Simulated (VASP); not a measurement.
Band structure of ZrB₂ (AlB2 type). Level of theory: TPSS meta-GGA, VASP's PBE PAW potentials (set 64) (plane waves; VASP).

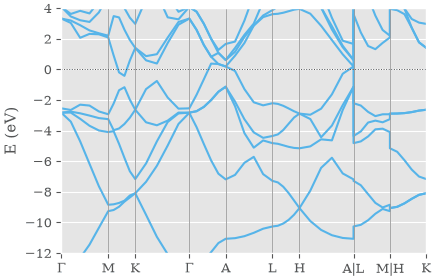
Bands along high-symmetry lines, zero at the valence-band maximum or, without a gap, the Fermi level

### Question
Read the plot: is there a gap, and where are the band edges?

### Answer
It has no gap at this level: it comes out as a metal or semimetal.

The compound is ZrB2 in the AlB2 type structure. It was relaxed first.
